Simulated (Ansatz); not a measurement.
Input file:

```
crystal:
  periodic: [false, false, false]
  atoms:
    - {symbol: C, position_ang: [0.579051, 2.419140, 0.230229]}
    - {symbol: C, position_ang: [1.193056, 1.586063, 1.094298]}
    - {symbol: F, position_ang: [0.626106, 0.867420, -2.974995]}
    - {symbol: Ga, position_ang: [0.844659, 1.203930, -1.274828]}
    - {symbol: S, position_ang: [1.826879, 0.022501, 0.440229]}
    - {symbol: H, position_ang: [0.147891, 3.386154, 0.462625]}
    - {symbol: H, position_ang: [1.342029, 1.773007, 2.158324]}
basis:
  gaussian:
    orbitals: def2-TZVPD
hamiltonian:
  xc: {name: PBE0}
output:
  forces: true
  orbitals: {seedname: orbitals}
```

Run with:

```sh
ansatz run input.yaml --threads 1 --pin off --max-ram 2610MiB --events-out events.jsonl --progress --plain --runs-dir runs
```

Geometry: B3LYP/6-31G*.

Level of theory: isolated molecule in a Gaussian basis; Kohn-Sham density functional theory, functional PBE0 (Ansatz 0.2.0).

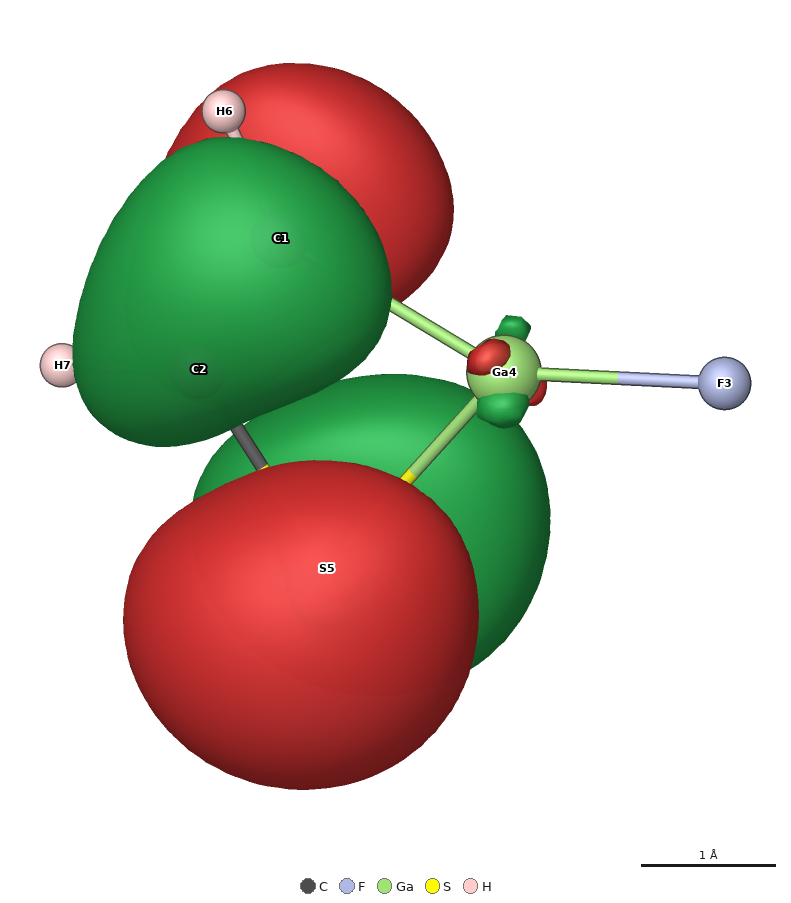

C$_{2}$H$_{2}$FGaS. The HOMO at ±0.08 Å⁻³ᐟ² (green and red are the two phases), seen at a tilt.

> Where does this orbital lie, and at what energy?

It lies mainly on S5 (about 60 %), C1 (about 20 %) and C2 (about 10 %); it changes sign across the molecular plane (π type); π-bonding across C1–C2. Its energy is −6.68 eV.
